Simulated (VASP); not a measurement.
# MnS with r2SCAN: from relaxation to properties, part 2 of 6

What structure does MnS take at this level, and what are its properties? The start is a cell from a database of measured crystal structures.

VASP 6.6.1, plane waves and PAW; the level of theory is named at each step.

So far. Step 2 (Magnetic order: ferromagnetic): The run ends ferromagnetic with a largest moment of 4.49 μB, and the mesh shows no gap.

The database entry behind the starting cell differs from later determinations by our own check (an axis about 0.2 % short against later determinations), so it need not match the best structure at ambient conditions.

**3. Magnetic order: antiferromagnetic, q = (0, 0, 1/2)**

This step: r2SCAN, spin-polarised from an antiferromagnetic start; plane waves and PAW (Mn_pv, S) (VASP 6.6.1).

System of this step: MnS. The structure is cubic, space group Fm-3m (No. 225). The conventional cell has a = 5.209 Å, b = 5.209 Å, c = 5.209 Å, α = 90.00°, β = 90.00°, γ = 90.00°. Mn has 6 S at 2.60 Å nearest. Nearest to S lie 6 Mn at 2.60 Å. Farther neighbours and most contacts between anions are not listed.

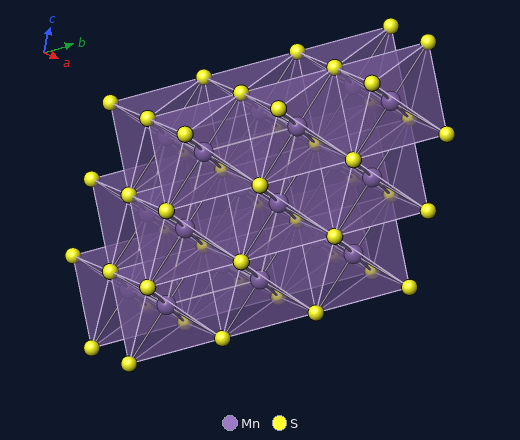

The cell of this step (manganese light purple, sulfur yellow). 1×2×1 cells are drawn. Some periodic images of atoms are drawn too.

Next, a pattern with opposite moments, which needs a doubled cell; q is given in the reciprocal vectors of the primitive cell.

File INCAR:

```
SYSTEM = MnS
PREC = Accurate
ENCUT = 400
EDIFF = 1E-06
NELM = 100
ISMEAR = 0
SIGMA = 0.05
LREAL = .FALSE.
ALGO = Normal
METAGGA = R2SCAN
LASPH = .TRUE.
NBANDS = 27
ISPIN = 2
MAGMOM = 4 -4 0 0
LMAXMIX = 4
LORBIT = 11
LWAVE = .FALSE.
LCHARG = .FALSE.
KPAR = 4
ISIF = 2
```

File POSCAR:

```
MnS
1.0
    0.0000000000      2.6045000000      2.6045000000
    2.6045000000      0.0000000000      2.6045000000
    5.2090000000      5.2090000000      0.0000000000
Mn S
2 2
Direct
    0.0000000000      0.0000000000      0.0000000000
    0.0000000000      0.0000000000      0.5000000000
    0.5000000000      0.5000000000      0.2500000000
    0.5000000000      0.5000000000      0.7500000000
```

File KPOINTS:

```
Automatic mesh
0
Gamma
7 7 7
0 0 0
```

PAW data sets: Mn_pv and S (PBE family, release 64).

On the command line:

```sh
$ mpirun -np 4 vasp_std
```

Output:

```text
[banner, memory and clock lines left out]
running    4 mpi-ranks, on    1 nodes
 distrk:  each k-point on    1 cores,    4 groups
 distr:  one band on    1 cores,    1 groups

 POSCAR found type information on POSCAR MnS
 POSCAR found :  2 types and       4 ions
 [... a notice as in an earlier step ...]

 LDA part: xc-table for (None), standard interpolation
 POSCAR, INCAR and KPOINTS ok, starting setup
 FFT: planning ... GRIDC
 FFT: planning ... GRID_SOFT
 FFT: planning ... GRID
 WAVECAR not read
 entering main loop
       N       E                     dE             d eps       ncg     rms          rms(c)
DAV:   1     0.311146609422E+03    0.31115E+03   -0.18916E+04  5312   0.130E+03
DAV:   2    -0.325876616917E+02   -0.34373E+03   -0.33270E+03  4823   0.388E+02
DAV:   3    -0.577760423011E+02   -0.25188E+02   -0.24719E+02  5712   0.109E+02
DAV:   4    -0.584551181948E+02   -0.67908E+00   -0.67694E+00  5467   0.178E+01
DAV:   5    -0.584678167046E+02   -0.12699E-01   -0.12695E-01  5699   0.275E+00    0.161E+01
DAV:   6    -0.497590207521E+02    0.87088E+01   -0.28306E+01  5402   0.525E+01    0.190E+01
DAV:   7    -0.500070514120E+02   -0.24803E+00   -0.22535E+00  4962   0.131E+01    0.112E+01
DAV:   8    -0.499639672477E+02    0.43084E-01   -0.34366E-01  5834   0.730E+00    0.644E+00
DAV:   9    -0.499763291171E+02   -0.12362E-01   -0.14118E-01  5227   0.360E+00    0.997E-01
DAV:  10    -0.499750353929E+02    0.12937E-02   -0.35091E-02  5415   0.209E+00    0.330E-01
DAV:  11    -0.499758870243E+02   -0.85163E-03   -0.39535E-03  5729   0.422E-01    0.127E-01
DAV:  12    -0.499761660590E+02   -0.27903E-03   -0.43980E-04  5114   0.160E-01    0.663E-02
DAV:  13    -0.499763662144E+02   -0.20016E-03   -0.13383E-04  5186   0.646E-02    0.625E-02
DAV:  14    -0.499763567534E+02    0.94611E-05   -0.48120E-06  5557   0.161E-02    0.432E-02
DAV:  15    -0.499763676650E+02   -0.10912E-04   -0.17480E-05  5070   0.292E-02    0.207E-02
DAV:  16    -0.499763882114E+02   -0.20546E-04   -0.35171E-06  5023   0.124E-02    0.229E-03
DAV:  17    -0.499763806846E+02    0.75268E-05   -0.17280E-07  2640   0.299E-03    0.841E-04
DAV:  18    -0.499763804499E+02    0.23464E-06   -0.17641E-08  2610   0.904E-04
   1 F= -.49976380E+02 E0= -.49976380E+02  d E =-.486918E-21  mag=     0.0000
```

It took 2.3 min on 4 MPI ranks of AMD EPYC 7R43, shared host; peak memory 0.85 GiB.

Parts of OUTCAR (step 3):

```text
  LATTYP: Found a trigonal (rhomboedric) cell.
 ALAT       =     6.3796960351
 COS(alpha) =     0.8333333333

 Subroutine GETGRP returns: Found 12 space group operations
 (whereof 12 operations were pure point group operations)

The static configuration has the point symmetry D_3d.

 Found     44 irreducible k-points:

   k-points           NKPTS =     44   k-points in BZ     NKDIM =     44   number of bands    NBANDS=     27

   dimension x,y,z NGX =    24 NGY =   24 NGZ =   48
   dimension x,y,z NGXF=    48 NGYF=   48 NGZF=   96

   ENCUT  =  400.0 eV  29.40 Ry    5.42 a.u.   6.01  6.01 12.01*2*pi/ulx,y,z

   NELECT =      38.0000    total number of electrons

 E-fermi :   6.1740

 spin component 1
 k-point     1 :       0.0000    0.0000    0.0000
  band No.  band energies     occupation
    ...
     15       4.7178      1.00000
     16       4.7178      1.00000
     17       4.7246      1.00000
     18       4.8199      1.00000
     19       4.8199      1.00000
     20       8.3014      0.00000
     21       8.3016      0.00000
     22       8.3790      0.00000
     23       9.4367      0.00000
     24       9.5797      0.00000
    ...

 k-point     2 :       0.1429    0.0000    0.0000
  band No.  band energies     occupation
    ...
     15       3.6271      1.00000
     16       3.9897      1.00000
     17       4.1111      1.00000
     18       5.3549      1.00000
     19       5.3958      1.00000
     20       8.1693      0.00000
     21       8.4562      0.00000
     22       8.5071      0.00000
     23       9.1207      0.00000
     24       9.1731      0.00000
    ...

 k-point     3 :       0.2857    0.0000    0.0000
  band No.  band energies     occupation
    ...
     15       3.1080      1.00000
     16       3.5426      1.00000
     17       3.7246      1.00000
     18       5.3632      1.00000
     19       5.5252      1.00000
     20       7.9023      0.00000
     21       8.6591      0.00000
     22       8.7402      0.00000
     23       9.1658      0.00000
     24       9.3168      0.00000
    ...

 k-point     4 :       0.4286    0.0000    0.0000
  band No.  band energies     occupation
    ...
     15       3.0900      1.00000
     16       3.3934      1.00000
     17       3.4514      1.00000
     18       5.0759      1.00000
     19       5.4507      1.00000
     20       7.7061      0.00000
     21       8.6515      0.00000
     22       8.9367      0.00000
     23       9.0091      0.00000
     24       9.6929      0.00000
    ...

  Total       -1.0560120     -1.0560120     -1.0560120     -0.0735235      0.0735235      0.0735235
  in kB      -23.9412236    -23.9412236    -23.9412236     -1.6668778      1.6668778      1.6668778
  external PRESSURE =     -23.9412236 kB  Pullay stress =       0.0000000 kB

  energy-cutoff  :      400.00
  volume of cell :       70.67
      direct lattice vectors                 reciprocal lattice vectors
     0.000000000  2.604500000  2.604500000    -0.191975427  0.191975427  0.191975427
     2.604500000  0.000000000  2.604500000     0.191975427 -0.191975427  0.191975427
     5.209000000  5.209000000  0.000000000     0.095987714  0.095987714 -0.095987714

 POSITION                                       TOTAL-FORCE (eV/Angst)
 -----------------------------------------------------------------------------------
      0.00000      0.00000      0.00000         0.000000      0.000000      0.000000
      2.60450      2.60450      0.00000         0.000000      0.000000     -0.000000
      2.60450      2.60450      2.60450         0.000000      0.000000     -0.000000
      5.20900      5.20900      2.60450        -0.000000     -0.000000      0.000000
 -----------------------------------------------------------------------------------
    total drift:                                0.000000      0.000000     -0.000000

  FREE ENERGIE OF THE ION-ELECTRON SYSTEM (eV)
  ---------------------------------------------------
  free  energy   TOTEN  =       -49.9763804499 eV

  energy  without entropy=      -49.9763804499  energy(sigma->0) =      -49.97638045

 total charge
# of ion       s       p       d       tot
------------------------------------------
    1        0.214   6.155   4.923  11.293
    2        0.214   6.155   4.923  11.293
    3        1.311   2.466   0.000   3.777
    4        1.311   2.466   0.000   3.777
--------------------------------------------------
tot          3.050  17.243   9.847  30.140

 magnetization (x)
# of ion       s       p       d       tot
------------------------------------------
    1        0.018   0.015   4.333   4.366
    2       -0.018  -0.015  -4.333  -4.366
    3        0.000   0.000   0.000   0.000
    4        0.000   0.000   0.000   0.000
--------------------------------------------------
tot          0.000   0.000   0.000   0.000

[... 6 further parts left out ...]
```

The gap is read on the k-mesh alone, so it is an upper bound where the band edges lie off the mesh. At this level the cell is under a tension of 2.4 GPa, so at these settings it is away from equilibrium.

Numbers from this step:

```yaml
scf_cycles: 18
electrons: 38
bands: 27
irreducible_k_points: 44
symmetry_operations: 12
free_energy_toten: -49.98 eV
fermi_energy: 6.174 eV
pressure: -2.394 GPa
metallic: no
valence_top_at_k: 0, 0, 0.4286
conduction_bottom_at_k: 0.4286, 0.4286, 0
least_direct_gap_at_k: 0.4286, 0, 0
gap_on_the_k_mesh: 1.834 eV
least_direct_gap_on_the_k_mesh: 2.255 eV
```

Spin moment in the PAW sphere by atom:

```tsv
atom	spin moment in the PAW sphere (μB)
Mn1	4.37
Mn2	-4.37
S3	0.00
S4	0.00
```

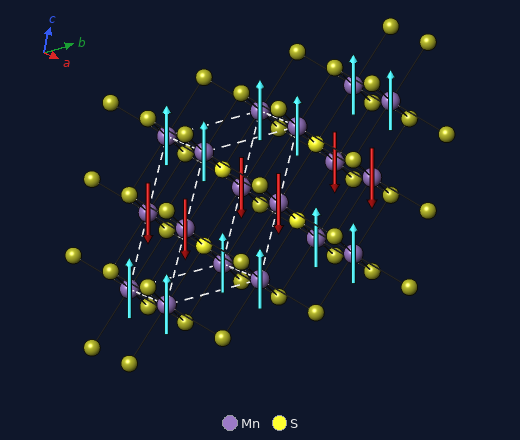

Spin moment in the PAW sphere as arrows, the longest 4.37 μB. Up and down stand for the sign. Arrows give size and sign along the axis of quantisation, drawn up and down the page. The two directions have two colours. 1×2×1 cells are drawn. Some periodic images of atoms are drawn too.

The energy lies -56.4 meV an atom from the first pattern. The run ends antiferromagnetic with a largest moment of 4.37 μB, and the mesh shows a gap of 1.83 eV.

**4. Magnetic order: antiferromagnetic, q = (1/2, 1/2, 0)**

Next, a pattern with opposite moments, which needs a doubled cell; q is given in the reciprocal vectors of the primitive cell.

INCAR is that of step 3.

File POSCAR:

```
MnS
1.0
    2.6045000000      2.6045000000      0.0000000000
   -2.6045000000      2.6045000000      0.0000000000
    0.0000000000      0.0000000000      5.2090000000
Mn S
2 2
Direct
    0.0000000000      0.0000000000      0.0000000000
    0.5000000000      0.5000000000      0.5000000000
    0.0000000000      0.0000000000      0.5000000000
    0.5000000000      0.5000000000      0.0000000000
```

File KPOINTS:

```
Automatic mesh
0
Gamma
6 6 5
0 0 0
```

On the command line:

```sh
$ mpirun -np 4 vasp_std
```

Output:

```text
[... set-up lines as in an earlier step ...]
 entering main loop
       N       E                     dE             d eps       ncg     rms          rms(c)
DAV:   1     0.313765162282E+03    0.31377E+03   -0.18818E+04  3616   0.129E+03
DAV:   2    -0.321898331604E+02   -0.34595E+03   -0.33445E+03  3313   0.390E+02
DAV:   3    -0.577369032782E+02   -0.25547E+02   -0.25078E+02  3776   0.110E+02
DAV:   4    -0.584564319442E+02   -0.71953E+00   -0.71710E+00  3815   0.183E+01
DAV:   5    -0.584697003111E+02   -0.13268E-01   -0.13264E-01  3798   0.281E+00    0.165E+01
DAV:   6    -0.495348676457E+02    0.89348E+01   -0.28749E+01  3630   0.537E+01    0.202E+01
DAV:   7    -0.498445284905E+02   -0.30966E+00   -0.23831E+00  3440   0.132E+01    0.117E+01
DAV:   8    -0.498039360432E+02    0.40592E-01   -0.33679E-01  3925   0.716E+00    0.676E+00
DAV:   9    -0.498096585559E+02   -0.57225E-02   -0.17457E-01  3514   0.401E+00    0.110E+00
DAV:  10    -0.498102893337E+02   -0.63078E-03   -0.46286E-02  3600   0.243E+00    0.316E-01
DAV:  11    -0.498113688771E+02   -0.10795E-02   -0.43354E-03  3764   0.439E-01    0.129E-01
DAV:  12    -0.498115209061E+02   -0.15203E-03   -0.40164E-04  3776   0.155E-01    0.777E-02
DAV:  13    -0.498115848892E+02   -0.63983E-04   -0.84502E-05  3845   0.563E-02    0.604E-02
DAV:  14    -0.498116134693E+02   -0.28580E-04   -0.42015E-06  3536   0.164E-02    0.355E-02
DAV:  15    -0.498116427735E+02   -0.29304E-04   -0.88176E-06  3445   0.217E-02    0.806E-03
DAV:  16    -0.498116473061E+02   -0.45326E-05   -0.69430E-07  2092   0.629E-03    0.287E-03
DAV:  17    -0.498116458757E+02    0.14304E-05   -0.86755E-08  1824   0.212E-03    0.183E-03
DAV:  18    -0.498116432068E+02    0.26690E-05   -0.33490E-08  1785   0.123E-03    0.712E-04
DAV:  19    -0.498116437320E+02   -0.52523E-06   -0.10594E-08  1782   0.808E-04
   1 F= -.49811644E+02 E0= -.49811644E+02  d E =-.905796E-11  mag=    -0.0000
```

Run time: 86 s. Hardware: 4 MPI ranks; peak memory 0.68 GiB; 5.6 min of CPU time.

From OUTCAR (step 4):

```text
  LATTYP: Found a simple tetragonal cell.
 ALAT       =     3.6833192232
 C/A-ratio  =     1.4142135624

 Subroutine GETGRP returns: Found 16 space group operations
 (whereof 16 operations were pure point group operations)

The static configuration has the point symmetry D_4h.

 Found     30 irreducible k-points:

   k-points           NKPTS =     30   k-points in BZ     NKDIM =     30   number of bands    NBANDS=     27

   dimension x,y,z NGX =    24 NGY =   24 NGZ =   36
   dimension x,y,z NGXF=    48 NGYF=   48 NGZF=   72

   ENCUT  =  400.0 eV  29.40 Ry    5.42 a.u.   6.01  6.01  8.49*2*pi/ulx,y,z

   NELECT =      38.0000    total number of electrons

 E-fermi :   6.7680

 spin component 1
 k-point     1 :       0.0000    0.0000    0.0000
  band No.  band energies     occupation
    ...
     15       3.1275      1.00000
     16       3.1275      1.00000
     17       4.7588      1.00000
     18       4.7588      1.00000
     19       4.7605      1.00000
     20       7.0430      0.00000
     21       7.9508      0.00000
     22       7.9819      0.00000
     23       8.3980      0.00000
     24       8.3980      0.00000
    ...

 k-point     2 :       0.1667    0.0000    0.0000
  band No.  band energies     occupation
    ...
     15       2.9672      1.00000
     16       3.4992      1.00000
     17       4.0326      1.00000
     18       4.6011      1.00000
     19       5.0498      1.00000
     20       7.5622      0.00000
     21       8.4243      0.00000
     22       8.4274      0.00000
     23       8.4865      0.00000
     24       8.5228      0.00000
    ...

 k-point     3 :       0.3333    0.0000    0.0000
  band No.  band energies     occupation
    ...
     15       2.9817      1.00000
     16       3.3508      1.00000
     17       3.7925      1.00000
     18       4.2748      1.00000
     19       5.9961      1.00000
     20       8.3916      0.00000
     21       8.4784      0.00000
     22       8.5235      0.00000
     23       8.7004      0.00000
     24       9.7546      0.00000
    ...

 k-point     4 :       0.5000    0.0000    0.0000
  band No.  band energies     occupation
    ...
     15       3.0798      1.00000
     16       3.2295      1.00000
     17       3.7953      1.00000
     18       4.1142      1.00000
     19       6.5597      1.00000
     20       8.5065      0.00000
     21       8.5150      0.00000
     22       8.8281      0.00000
     23       8.9388      0.00000
     24      10.5240      0.00000
    ...

  Total       -0.3926802     -0.3926802     -0.3189668      0.0000000      0.0000000     -0.0000000
  in kB       -8.9025918     -8.9025918     -7.2314092      0.0000000      0.0000000     -0.0000000
  external PRESSURE =      -8.3455309 kB  Pullay stress =       0.0000000 kB

  energy-cutoff  :      400.00
  volume of cell :       70.67
      direct lattice vectors                 reciprocal lattice vectors
     2.604500000  2.604500000  0.000000000     0.191975427  0.191975427  0.000000000
    -2.604500000  2.604500000  0.000000000    -0.191975427  0.191975427  0.000000000
     0.000000000  0.000000000  5.209000000     0.000000000  0.000000000  0.191975427

 POSITION                                       TOTAL-FORCE (eV/Angst)
 -----------------------------------------------------------------------------------
      0.00000      0.00000      0.00000         0.000000     -0.000000      0.000000
      0.00000      2.60450      2.60450        -0.000000     -0.000000      0.000000
      0.00000      0.00000      2.60450        -0.000000     -0.000000     -0.000000
      0.00000      2.60450      0.00000        -0.000000      0.000000     -0.000000
 -----------------------------------------------------------------------------------
    total drift:                               -0.000000      0.000000     -0.000000

  FREE ENERGIE OF THE ION-ELECTRON SYSTEM (eV)
  ---------------------------------------------------
  free  energy   TOTEN  =       -49.8116437320 eV

  energy  without entropy=      -49.8116437320  energy(sigma->0) =      -49.81164373

 total charge
# of ion       s       p       d       tot
------------------------------------------
    1        0.220   6.161   4.896  11.277
    2        0.220   6.161   4.896  11.277
    3        1.309   2.477   0.000   3.786
    4        1.309   2.477   0.000   3.786
--------------------------------------------------
tot          3.057  17.276   9.792  30.125

 magnetization (x)
# of ion       s       p       d       tot
------------------------------------------
    1        0.041   0.036   4.389   4.466
    2       -0.041  -0.036  -4.389  -4.466
    3       -0.010  -0.037   0.000  -0.047
    4        0.010   0.037   0.000   0.047
--------------------------------------------------
tot          0.000   0.000   0.000   0.000

[... 6 further parts left out ...]
```

Numbers from this step:

```
SCF cycles                     : 19
irreducible k-points           : 30
symmetry operations            : 16
free energy (TOTEN)            : -49.81 eV
Fermi energy                   : 6.768 eV
pressure                       : -0.8346 GPa
valence top at k               : 0.5, 0, 0
conduction bottom at k         : 0, 0, 0.4
least direct gap at k          : 0.1667, 0.1667, 0.4
gap on the k-mesh              : 0.4749 eV
least direct gap on the k-mesh : 1.846 eV
```

Spin moment in the PAW sphere by atom:

```tsv
atom	spin moment in the PAW sphere (μB)
Mn1	4.47
Mn2	-4.47
S3	-0.05
S4	0.05
```

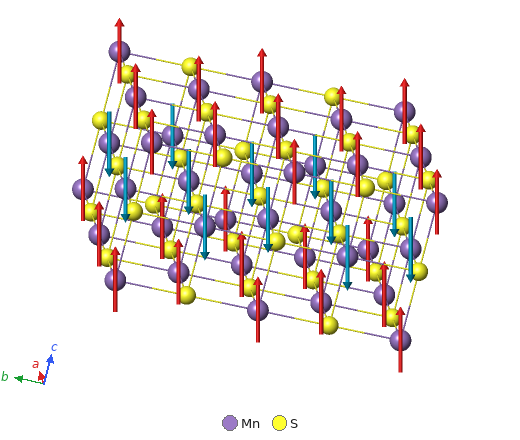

Spin moment in the PAW sphere as arrows, the longest 4.47 μB. Up and down stand for the sign. Arrows give size and sign along the axis of quantisation, drawn up and down the page. The two directions have two colours. 2×2×1 conventional cells are drawn. Some periodic images of atoms are drawn too.

The energy lies -15.2 meV an atom from the first pattern. The run ends antiferromagnetic with a largest moment of 4.47 μB, and the mesh shows a gap of 0.47 eV.

**5. The orders side by side**

This step: collinear orders at r2SCAN; plane waves and PAW (VASP 6.6.1).

Derived from the runs above.

Patterns, by row:

```tsv
start	atoms	energy less that of the first (meV/atom)	largest site moment (μB)	end state
ferromagnetic	2	0	4.49	ferromagnetic
antiferromagnetic, q = (0, 0, 1/2)	4	-56.4	4.37	antiferromagnetic
antiferromagnetic, q = (1/2, 1/2, 0)	4	-15.2	4.47	antiferromagnetic
```

The session goes on in the lowest magnetic state found: antiferromagnetic, q = (0, 0, 1/2). The next one lies 41.2 meV an atom higher.

(Part 2 of 6 ends here.)

[Lines on the potential files, build, host, timing and source positions are cut from VASP's logs without a mark.]

[Logs are printed without paths, hosts, clocks, repeated set-up lines and the standing remarks that a program may print on its own settings, such as how far it seeks lower states.]

[Hosts, paths, dates, database ids (printed as entryN), source tags and the programs' standing remarks are cut or masked in the printed files.]

[A measured line is paired with the nearest computed mode of its activity, which favours agreement.]

[In band tables of VASP the shares of atoms and orbitals are scaled to a sum of 1 inside the atoms' spheres.]
